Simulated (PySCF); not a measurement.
C5H4N, SMILES [c]1ccncc1, doublet at its PBE0/def2-SVP optimised geometry (Å):

```
10

C      0.6599     1.1610     0.0002
C      1.3732    -0.0133     0.0001
C      0.5945    -1.1825     0.0000
N     -0.7335    -1.1825     0.0000
C     -1.3682    -0.0160     0.0000
C     -0.7125     1.2264     0.0001
H      2.4650    -0.0628     0.0002
H      1.0891    -2.1620    -0.0001
H     -2.4650    -0.0493    -0.0001
H     -1.2775     2.1620     0.0001
```

Level of theory: unrestricted PBE0/def2-TZVP in PySCF.

Map of the HOMO−1 amplitude (α) (bohr^(-3/2)) on the plane z = 0.8 Å; orbital energy -7.83 eV, overall sign arbitrary:

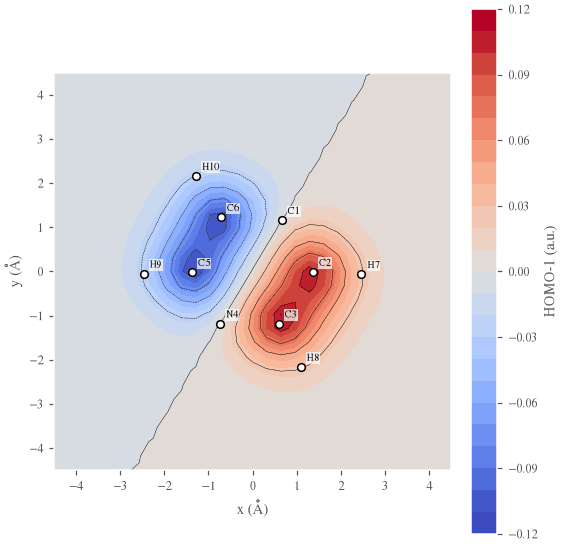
Figure. HOMO−1 amplitude (α) (bohr^(-3/2)) on the plane z = 0.8 Å.
